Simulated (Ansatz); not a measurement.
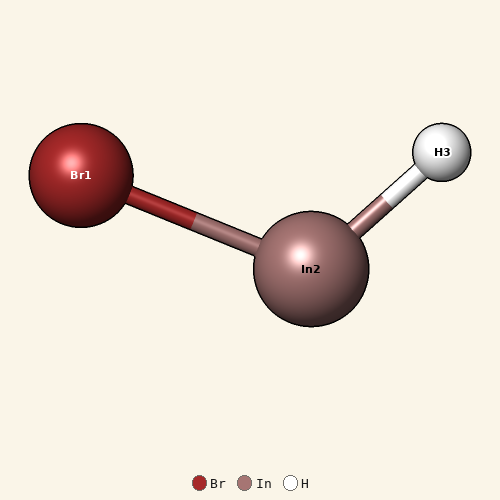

The system is BrHIn, SMILES [Br][InH], spin multiplicity 2; the picture shows the reference structure. 
- First axis: bond length Br1–In2. Second axis: bond length In2–H3.
- Nothing is relaxed (all other coordinates rigid).
- The grid has 9 × 9 points.
- Energies: kJ/mol, counted from the relaxed molecule at the same level.
- Method: UKS PBE0-D4/def2-TZVP (Ansatz 0.2.0).

Its coordinates:

```yaml
atoms:
  - { symbol: Br, position_ang: [1.7524, -0.3093, 0.9170] }
  - { symbol: In, position_ang: [-0.4246, -0.6178, -0.2953] }
  - { symbol: H, position_ang: [-1.3387, 0.8622, -0.6350] }
```

Range: bond length Br1–In2 from 2.210 to 3.139 Å; bond length In2–H3 from 1.453 to 2.659 Å.

Q: What will the energy surface look like?

A: The lowest grid point is at bond length Br1–In2 = 2.558 Å, bond length In2–H3 = 1.755 Å, 1.1 kJ/mol from the relaxed molecule at the same level. It is the only kind of minimum in the scanned range. The highest grid point, bond length Br1–In2 = 3.139 Å, bond length In2–H3 = 1.453 Å, lies 160 kJ/mol above the lowest. Round the minimum the two coordinates are nearly uncoupled.

| bond length In2–H3 ↓, bond length Br1–In2 → | 2.210 | 2.326 | 2.442 | 2.558 | 2.674 | 2.790 | 2.906 | 3.022 | 3.139 |
| --- | --- | --- | --- | --- | --- | --- | --- | --- | --- |
| 2.659 | 151 | 103 | 81 | 75 | 80 | 92 | 108 | 126 | 145 |
| 2.508 | 141 | 94 | 72 | 67 | 73 | 85 | 101 | 120 | 139 |
| 2.357 | 125 | 79 | 59 | 55 | 61 | 74 | 91 | 109 | 129 |
| 2.207 | 107 | 62 | 42 | 39 | 46 | 60 | 77 | 96 | 115 |
| 2.056 | 87 | 43 | 25 | 22 | 30 | 44 | 61 | 80 | 100 |
| 1.905 | 70 | 27 | 9 | 7 | 15 | 30 | 48 | 67 | 87 |
| 1.755 | 64 | 20 | 2 | 1 | 10 | 25 | 44 | 63 | 84 |
| 1.604 | 79 | 36 | 18 | 17 | 26 | 42 | 61 | 81 | 102 |
| 1.453 | 137 | 93 | 76 | 74 | 84 | 100 | 119 | 140 | 161 |

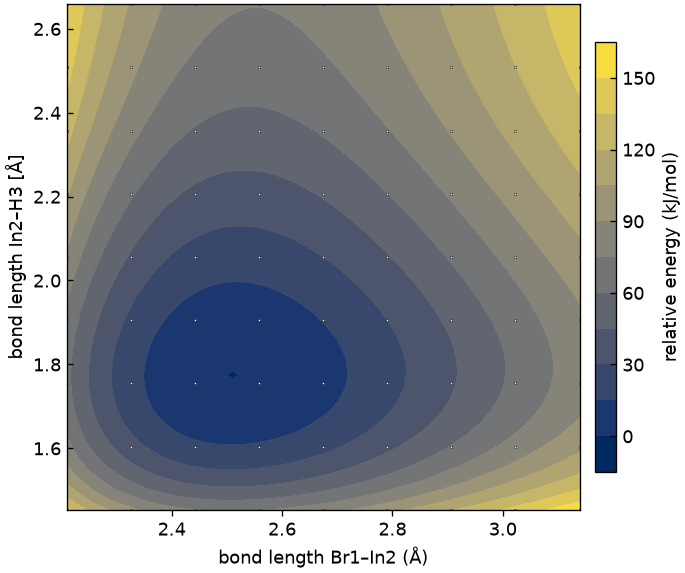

In the figure: filled contours, dots at the grid points. Between grid points the surface is interpolated.

The whole map (81 points run) took 11 min on 1 thread of Arm Neoverse V1 (shared host).
